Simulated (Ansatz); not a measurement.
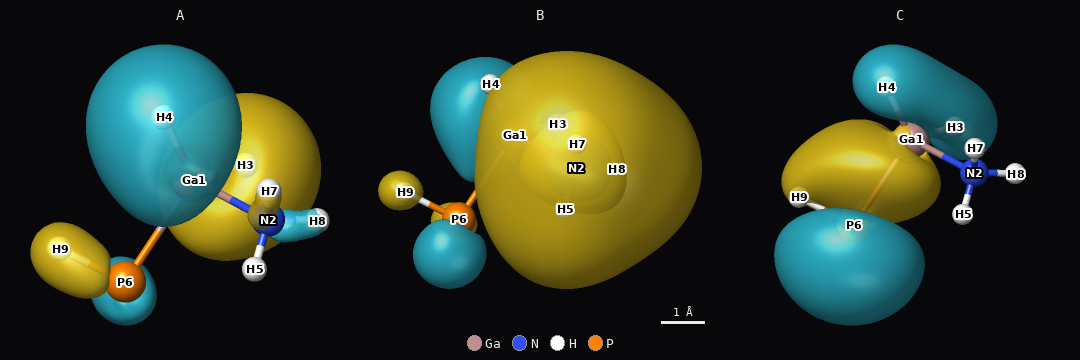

*GaH7NP. Three frontier orbitals at ±0.06 Å⁻³ᐟ² (yellow and cyan are the two phases), in no order.*

The product side of a reaction path; geometry: PBE0-D4/def2-TZVP.

The calculation used RKS PBE0-D4/def2-TZVPP in Ansatz.

```yaml
atoms:
  - { symbol: Ga, position_ang: [-0.5864, -0.6271, 0.1409] }
  - { symbol: N, position_ang: [0.1149, 1.1960, 1.0742] }
  - { symbol: H, position_ang: [-2.0877, -0.2047, -0.1020] }
  - { symbol: H, position_ang: [-0.2191, -1.6388, 1.2953] }
  - { symbol: H, position_ang: [0.8600, 1.5820, 0.5035] }
  - { symbol: P, position_ang: [0.8674, -0.5398, -1.7099] }
  - { symbol: H, position_ang: [0.4800, 1.0226, 2.0034] }
  - { symbol: H, position_ang: [-0.6239, 1.8859, 1.1454] }
  - { symbol: H, position_ang: [1.3051, -1.8870, -1.6446] }
  - { symbol: H, position_ang: [-0.1103, -0.7891, -2.7061] }
```

Q: Order the three orbitals by energy and name them.

A: A is the HOMO−1 (−7.76 eV). By Hirshfeld shares it lies mainly on Ga1 (about 35 %), H3 (about 30 %) and H4 (about 30 %). C is the HOMO (−6.34 eV). By Hirshfeld shares it lies mainly on P6 (about 65 %) and Ga1 (about 20 %). B is the LUMO (−0.25 eV). Its weight (Hirshfeld) is mainly on Ga1 (about 25 %), H8 (about 15 %), H7 (about 15 %), N2 (about 15 %), H5 (about 15 %) and P6 (about 5 %).

Q: What is the HOMO–LUMO gap?

A: 6.09 eV between the orbital energies.
